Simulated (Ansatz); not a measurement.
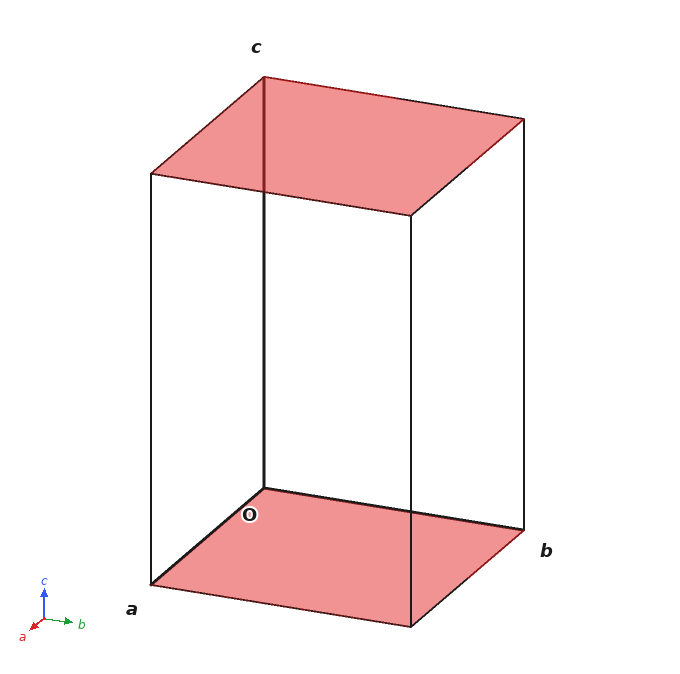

For B2Ir, the geometry relaxed with Ansatz, DFT PBE, scalar-relativistic, plane waves, PAW; the starting structure was generated, so it need not be a known form of this composition: every member of one family of equally spaced planes, hx + ky + lz = a whole number, that cuts the unit cell is shaded (one member passes through the origin O). The drawing is computed from the coordinates (standard cell, symmetry found to 0.002 Å).

a = 2.693 Å, b = 2.693 Å, c = 4.209 Å, α = 90.00°, β = 90.00°, γ = 90.00°.

Index the planes.

Answer. (0 0 1); the opposite sign names the same planes. The member next to the origin meets the axes a never, b never, c at 1.

What is the spacing?

Answer. d = 4.209 Å.

The space group is No. 123, P4/mmm. How many reflections hkl are equivalent to this one (itself included), and does it occur?

Answer. 2 reflections are equivalent in the Laue class 4/mmm. The space group allows the reflection.
